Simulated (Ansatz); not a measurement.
System: Ga$_{3}$Sb$_{2}$N.

```
CELL_PARAMETERS angstrom
3.94685 0.00000 0.00000
0.00000 11.93750 0.00000
0.00000 0.00000 5.53857
ATOMIC_POSITIONS crystal
N 0.50000 0.50000 0.49900
N 0.00000 0.00000 0.99900
Ga 0.50000 0.00000 0.16893
Ga 0.00000 0.50000 0.66893
Sb 0.50000 0.83627 0.49407
Sb 0.00000 0.33627 0.99407
Ga 0.50000 0.36686 0.29696
Ga 0.00000 0.86686 0.79696
Sb 0.50000 0.16373 0.49407
Sb 0.00000 0.66373 0.99407
Ga 0.50000 0.63314 0.29696
Ga 0.00000 0.13314 0.79696
```

Space group Imm2; started from the ordered alloy on zincblende lattice prototype, which need not be the ambient phase.

Method: DFT, r2SCAN, plane waves, PAW in Ansatz.

Question: What will maps of the valence pseudo-density and electron localisation function show?

Answer: Ga–N (1.94 Å): ρ at the midpoint is about 0.76 e/Å³; the ELF peaks at about 0.85 in the valence shell of N, 0.7 Å from its nucleus, and is about 0.50 at the midpoint.
Ga–Sb (2.66 Å): ρ is about 0.42 e/Å³ halfway; the ELF peaks at about 0.75 between the atoms.

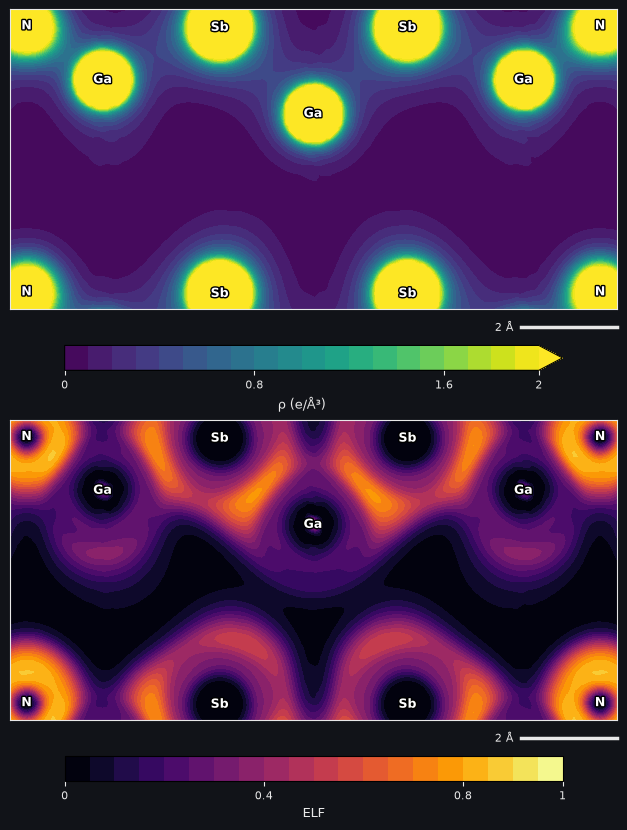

Computed valence pseudo-density and electron localisation function on the (100) plane of the conventional cell, in this order. 

Core electrons are frozen (PAW), and the valence fields are smoothed inside the atomic spheres.
